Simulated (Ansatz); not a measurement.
## ZnWO4 (P2/c): the gap up the ladder of methods

Aim: the gap of ZnWO4 (P2/c) at several levels of theory on one structure, with the time that each takes.

Program: Ansatz 0.2.0. Level of theory: density functionals, hybrids and G0W0, plane waves, PAW. Results are calculated unless marked as measured.

**Experimental background.**

- Gap 3.9 eV: direct gap from absorption edge with Urbach fit (lower value of the range); optical absorption; 300 K; bulk crystal (thin cleaved platelet of Czochralski crystal, 10-30 um thick) (“Optical absorption of divalent metal tungstates: Correlation between the band-gap energy and the cation ionic radius”, 2008, arxiv:0807.2115).

Report form: the programs' logs are mostly left out.

In doubt: masses and optical values from hybrid runs of this build are listed as unsure (steps 8, 9), which bears on the screening that GW takes from such a start.

## Step 1: The starting structure

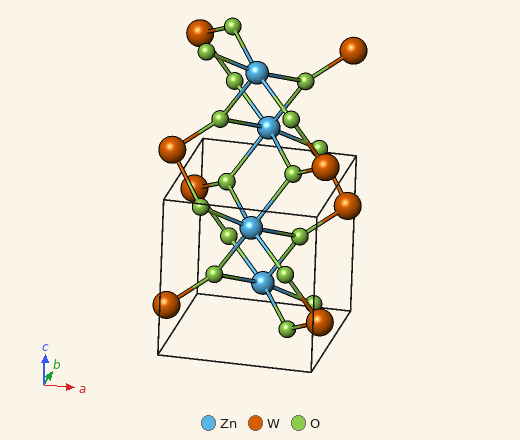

The starting structure, seen slightly off an axis (zinc blue, tungsten orange, oxygen green). 1×1×2 cells are drawn. Some periodic images of atoms are drawn too.

The cell and positions come from the Crystallography Open Database and are kept as given unless a step says otherwise. Spin-orbit coupling is left out unless a step names it. The default PAW set here is soft_2. Its files were made with PBE.

## Step 2: LDA on the 6×4×6 mesh

Levels along a band path and on the mesh show where this functional puts the band edges.

This step: DFT, LDA, plane waves, PAW.

File input.yaml:

```yaml
crystal:
  lattice:
    - [4.6986, 0.0, 0.0]
    - [0.0, 5.7293, 0.0]
    - [-0.052988409, 0.0, 4.9364156144]
  atoms:
    - { symbol: Zn, position: [0.5, 0.684, 0.25] }
    - { symbol: Zn, position: [0.5, 0.316, 0.75] }
    - { symbol: W, position: [0.0, 0.18258, 0.25] }
    - { symbol: W, position: [0.0, 0.81742, 0.75] }
    - { symbol: O, position: [0.2169, 0.1051, 0.9363] }
    - { symbol: O, position: [0.7831, 0.1051, 0.5637] }
    - { symbol: O, position: [0.7831, 0.8949, 0.0637] }
    - { symbol: O, position: [0.2169, 0.8949, 0.4363] }
    - { symbol: O, position: [0.2565, 0.3777, 0.3996] }
    - { symbol: O, position: [0.7435, 0.3777, 0.1004] }
    - { symbol: O, position: [0.7435, 0.6223, 0.6004] }
    - { symbol: O, position: [0.2565, 0.6223, 0.8996] }
kpoints:
  mp_grid: { grid: [6, 4, 6] }
  band_path:
    path:
      - [0.0, 0.0, 0.0]
      - [0.0, 0.5, 0.0]
      - [0.0, 0.5, 0.5]
      - [0.0, 0.0, 0.5]
      - [0.0, 0.0, 0.0]
      - [-0.5, 0.0, 0.5]
      - [-0.5, 0.5, 0.5]
      - [0.0, 0.5, 0.0]
      - [-0.5, 0.5, 0.0]
      - [-0.5, 0.0, 0.0]
      - [0.0, 0.0, 0.0]
    npoints: 10
hamiltonian:
  xc: lda
scf:
  occupations: { method: fermi_dirac, width: 0.02 }
  n_extra_bands: 8
output:
  eigenvalues: true
  forces: true
  stress: true
  write_density: true
  write_potential: true
  elf: true
  volumetric_format: npy
```

On the command line:

```
> ansatz run input.yaml --threads 3 --pin off --max-ram 92160MiB --backend cuda --events-out ev --progress --plain --runs-dir out --devices 1 --max-vram 13GiB
```

It took 8.7 s on 1 × NVIDIA H100 80GB HBM3 (shared by 6 runs) with 3 threads of AMD EPYC 7R13 (Zen 3), shared host; peak memory 1.1 GiB; 9.8 s of CPU time.

Numbers from this step:

```yaml
pressure: -8.971 GPa
filled_bands: 50
gap: 2.853 eV
valence_top_at: Z
conduction_bottom_at: Z
least_direct_gap: 2.853 eV
```

Over mesh and path the gap is 2.853 eV, direct, at k = (0.000, 0.500, 0.000). The pressure in this cell is -9 GPa; the cell is kept.

## Step 3: LDA+SOC on the 6×4×6 mesh

This run has two-component orbitals with spin-orbit coupling.

This step: DFT, LDA with spin-orbit coupling, plane waves, PAW.

input.yaml: that of step 2 with these lines changed.

```diff
@@ -26,10 +26,7 @@
       - [0.0, 0.0, 0.5]
-      - [0.0, 0.0, 0.0]
       - [-0.5, 0.0, 0.5]
       - [-0.5, 0.5, 0.5]
-      - [0.0, 0.5, 0.0]
       - [-0.5, 0.5, 0.0]
       - [-0.5, 0.0, 0.0]
-      - [0.0, 0.0, 0.0]
-    npoints: 10
+    npoints: 1
 hamiltonian:
@@ -37,4 +34,7 @@
 scf:
-  occupations: { method: fermi_dirac, width: 0.02 }
-  n_extra_bands: 8
+  occupations: { method: fixed }
+  n_extra_bands: 16
+magnetization:
+  noncollinear: true
+  spin_orbit: true
 output:
@@ -43,5 +43 @@
   stress: true
-  write_density: true
-  write_potential: true
-  elf: true
-  volumetric_format: npy
```

The job ended after 13 s (1 × NVIDIA H100 80GB HBM3 (shared by 6 runs) with 3 threads; peak memory 1.1 GiB; 22 s of CPU time).

Numbers from this step:

```yaml
pressure: -9.177 GPa
gap: 2.841 eV
valence_top_at: Z
conduction_bottom_at: Z
least_direct_gap: 2.841 eV
```

Over mesh and listed points the gap is 2.841 eV, direct, at k = (0.000, 0.500, 0.000). The pressure in this cell is -9 GPa; the cell is kept. LDA+SOC against LDA: 2.841 − 2.853 = −0.012 eV, with the same mesh, set of files (read in its fully relativistic form for the spin-orbit run) and cutoff, and both edges at the same k points. The spin-orbit run sees mesh and listed points alone, so its gap is an upper bound: the coupling can move an edge off these points, and the change over the zone, its sign included where it is small, is not known.

## Step 4: r2SCAN on the 6×4×6 mesh

r2SCAN is a meta-GGA: it depends on the kinetic-energy density as well as on the density and its gradient.

This step: DFT, r2SCAN, plane waves, PAW.

input.yaml: that of step 3 with these lines changed.

```diff
@@ -32,9 +32,6 @@
 hamiltonian:
-  xc: lda
+  xc: r2scan
 scf:
   occupations: { method: fixed }
-  n_extra_bands: 16
-magnetization:
-  noncollinear: true
-  spin_orbit: true
+  n_extra_bands: 8
 output:
```

It took 14 s on 1 × NVIDIA H100 80GB HBM3 (shared by 6 runs) with 3 threads; peak memory 1.1 GiB.

This step gave:

| Property | Result |
| --- | --- |
| pressure | -2.880 GPa |
| gap | 3.314 eV |
| valence top at | k = (0.000, 0.250, 0.333) |
| conduction bottom at | Z |
| least direct gap | 3.319 eV |

Over mesh and listed points the gap is 3.314 eV, from k = (0.000, 0.250, 0.333) to k = (0.000, 0.500, 0.000). The least direct gap found is 3.319 eV, at k = (0.000, 0.500, 0.000). r2SCAN against LDA: 3.314 − 2.853 = +0.461 eV. The runs also differ in plane-wave cutoff (420 eV and 500 eV), and the valence top lies at another k point, so how much of this comes from the functional alone is not known.

## Step 5: HSE06 on the 4×4×4 mesh

HSE06 mixes in a quarter of exact exchange at short range.

This step: DFT, HSE06, plane waves, PAW.

input.yaml: that of step 4 with these lines changed.

```diff
@@ -19,3 +19,3 @@
 kpoints:
-  mp_grid: { grid: [6, 4, 6] }
+  mp_grid: { grid: [4, 4, 4] }
   band_path:
@@ -32,3 +32,3 @@
 hamiltonian:
-  xc: r2scan
+  xc: hse06
 scf:
@@ -38,3 +38 @@
   eigenvalues: true
-  forces: true
-  stress: true
```

The job ended after 51 s (1 × NVIDIA H100 80GB HBM3 (shared by 6 runs) with 3 threads; peak memory 1.8 GiB).

Numbers from this step:

```
gap                     : 4.408 eV
valence top at          : k = (0.000, 0.250, 0.250)
conduction bottom at    : Z
least direct gap        : 4.421 eV
exact-exchange fraction : 0.25
```

Over mesh and listed points the gap is 4.408 eV, from k = (0.000, 0.250, 0.250) to k = (0.000, 0.500, 0.000). The least direct gap found is 4.421 eV, at k = (0.000, 0.500, 0.000). HSE06 against LDA: 4.408 − 2.853 = +1.555 eV. The runs also differ in mesh (6×4×6 and 4×4×4), and the valence top lies at another k point, so how much of this comes from the functional alone is not known.

## Step 6: PBE0 on the 4×4×4 mesh

PBE0 mixes in a quarter of exact exchange at all distances.

This step: DFT, PBE0, plane waves, PAW.

input.yaml: that of step 5 with these lines changed.

```diff
@@ -32,3 +32,3 @@
 hamiltonian:
-  xc: hse06
+  xc: pbe0
 scf:
```

Elapsed: 50 s, on 1 × NVIDIA H100 80GB HBM3 (shared by 6 runs) with 3 threads; peak memory 1.8 GiB; 82 s of CPU time.

This step gave:

| Item | Value |
| --- | --- |
| gap | 5.163 eV |
| valence top at | k = (0.000, 0.250, 0.250) |
| conduction bottom at | Z |
| least direct gap | 5.173 eV |
| exact-exchange fraction | 0.25 |

Over mesh and listed points the gap is 5.163 eV, from k = (0.000, 0.250, 0.250) to k = (0.000, 0.500, 0.000). The least direct gap found is 5.173 eV, at k = (0.000, 0.500, 0.000). PBE0 against HSE06: 5.163 − 4.408 = +0.755 eV, with the same mesh, files and cutoff, and both edges at the same k points.

## Step 7: G0W0@LDA, 4×2×4 mesh, 610 empty bands, screening to 160 eV

G0W0 replaces the xc potential by a self-energy built once from the orbitals of the start. Levels are corrected in the window of bands that the input names, at points of the mesh.

This step: G0W0 on LDA, plane waves, PAW.

input.yaml: that of step 6 with these lines changed.

```diff
@@ -19,20 +19,12 @@
 kpoints:
-  mp_grid: { grid: [4, 4, 4] }
-  band_path:
-    path:
-      - [0.0, 0.0, 0.0]
-      - [0.0, 0.5, 0.0]
-      - [0.0, 0.5, 0.5]
-      - [0.0, 0.0, 0.5]
-      - [-0.5, 0.0, 0.5]
-      - [-0.5, 0.5, 0.5]
-      - [-0.5, 0.5, 0.0]
-      - [-0.5, 0.0, 0.0]
-    npoints: 1
+  mp_grid: { grid: [4, 2, 4] }
 hamiltonian:
-  xc: pbe0
+  xc: lda
 scf:
   occupations: { method: fixed }
-  n_extra_bands: 8
-output:
-  eigenvalues: true
+gw:
+  n_empty_bands: 610
+  ecut_chi: 160.0
+  qp_bands: [v4, c4]
+  qp_kpoints: band_edges
+  screening: { model: contour_deformation }
```

It took 97 s on 1 × NVIDIA H100 80GB HBM3 (shared by 6 runs) with 3 threads; peak memory 2.8 GiB.

This step gave:

| Quantity | Value |
| --- | --- |
| bands summed | 660 |
| RPA ε∞ on this mesh (eigenvalues) | 5.045, 5.162, 5.711 |
| plane waves in the screening matrix | 603 |
| G0W0 gap over the corrected points | 4.395 eV |
| k of the valence top | 0.25, 0, -0.25 |
| k of the conduction bottom | 0, -0.5, 0 |
| starting gap on the mesh | 2.852 eV |
| Z at the valence top | 0.7349 |
| Z at the conduction bottom | 0.7822 |
| least direct G0W0 gap over the corrected points | 4.442 eV |

Over all 20 irreducible mesh points the G0W0 gap is 4.395 eV, from k = (0.250, 0.000, -0.250) to k = (0.000, -0.500, 0.000). The LDA gap of this run on the mesh is 2.852 eV. Other states bound it: the two that bound the G0W0 gap lie 2.872 eV apart in LDA, so state for state the correction is 4.395 − 2.872 = +1.523 eV, while gap against gap it is 4.395 − 2.852 = +1.543 eV.

## Step 8: G0W0@HSE06, 4×2×4 mesh, 283 empty bands, screening to 96 eV

This step: G0W0 on HSE06, plane waves, PAW.

input.yaml: that of step 7 with these lines changed.

```diff
@@ -21,3 +21,3 @@
 hamiltonian:
-  xc: lda
+  xc: hse06
 scf:
@@ -25,4 +25,4 @@
 gw:
-  n_empty_bands: 610
-  ecut_chi: 160.0
+  n_empty_bands: 283
+  ecut_chi: 96
   qp_bands: [v4, c4]
```

Wall time 92 s (1 × NVIDIA H100 80GB HBM3 (shared by 6 runs) with 3 threads); peak memory 2.3 GiB.

This step gave:

```yaml
bands_summed: 333
rpa_eps_infinity_on_this_mesh_eigenvalues: 3.864, 3.885, 4.292
plane_waves_in_the_screening_matrix: 277
g0w0_gap_over_the_corrected_points: 4.871 eV
k_of_the_valence_top: 0.25, 0, -0.25
k_of_the_conduction_bottom: 0, -0.5, 0
starting_gap_on_the_mesh: 4.411 eV
z_at_the_valence_top: 0.7802
z_at_the_conduction_bottom: 0.8189
least_direct_g0w0_gap_over_the_corrected_points: 4.904 eV
```

Over all 20 irreducible mesh points the G0W0 gap is 4.871 eV, from k = (0.250, 0.000, -0.250) to k = (0.000, -0.500, 0.000). The HSE06 gap of this run on the mesh is 4.411 eV. The two states that bound the G0W0 gap lie that far apart at the start, so the correction of the gap is 4.871 − 4.411 = +0.460 eV. G0W0@HSE06 against G0W0@LDA with 333 bands (a further run, in the table below): 4.871 − 4.406 = +0.465 eV, with the same mesh, files and cutoffs, and both edges at the same k points.

## Step 9: G0W0@PBE0, 4×2×4 mesh, 283 empty bands, screening to 96 eV

This step: G0W0 on PBE0, plane waves, PAW.

input.yaml: that of step 8 with these lines changed.

```diff
@@ -21,3 +21,3 @@
 hamiltonian:
-  xc: hse06
+  xc: pbe0
 scf:
```

It took 72 s on 1 × NVIDIA H100 80GB HBM3 (shared by 6 runs) with 3 threads; peak memory 2.3 GiB; 1.7 min of CPU time.

This step gave:

| Property | Result |
| --- | --- |
| bands summed | 333 |
| RPA ε∞ on this mesh (eigenvalues) | 3.656, 3.683, 4.038 |
| plane waves in the screening matrix | 277 |
| G0W0 gap over the corrected points | 5.087 eV |
| k of the valence top | 0.25, 0, -0.25 |
| k of the conduction bottom | 0, -0.5, 0 |
| starting gap on the mesh | 5.171 eV |
| Z at the valence top | 0.7924 |
| Z at the conduction bottom | 0.8297 |
| least direct G0W0 gap over the corrected points | 5.120 eV |

Over all 20 irreducible mesh points the G0W0 gap is 5.087 eV, from k = (0.250, 0.000, -0.250) to k = (0.000, -0.500, 0.000). The PBE0 gap of this run on the mesh is 5.171 eV. The two states that bound the G0W0 gap lie that far apart at the start, so the correction of the gap is 5.087 − 5.171 = −0.084 eV. G0W0@PBE0 against G0W0@HSE06 with 333 bands: 5.087 − 4.871 = +0.216 eV, with the same mesh, files and cutoffs, and both edges at the same k points. The program's warnings for this run: coarse exchange mesh.

[end of part 1 of 2]

[Paths, hosts, dates, memory and timing lines, banners, echoed tables and standing remarks are left out of the program output.]

[Logs are printed without paths, hosts, clocks, repeated set-up lines and the standing remarks that a program may print on its own settings, such as how far it seeks lower states.]

[Runs of the session that timed out or met a known fault of the program may be left out.]

[Cells called generated may have been cut or substituted from an entry of the Crystallography Open Database or the Materials Project.]

[Hosts, paths, dates, database ids (printed as entryN), source tags and the programs' standing remarks are cut or masked in the printed files.]

[Where an RPA ε∞ is given, it is that of the G0W0 mesh and is not shown converged in it. Names of k-points follow the symmetry that the program found, which can be lower than the space group named. Band edges on a path are those of the sampled points; other points can move an edge, and change direct to indirect where valleys lie close.]

[Hybrid gaps are those of their k-mesh and are not shown converged in it.]
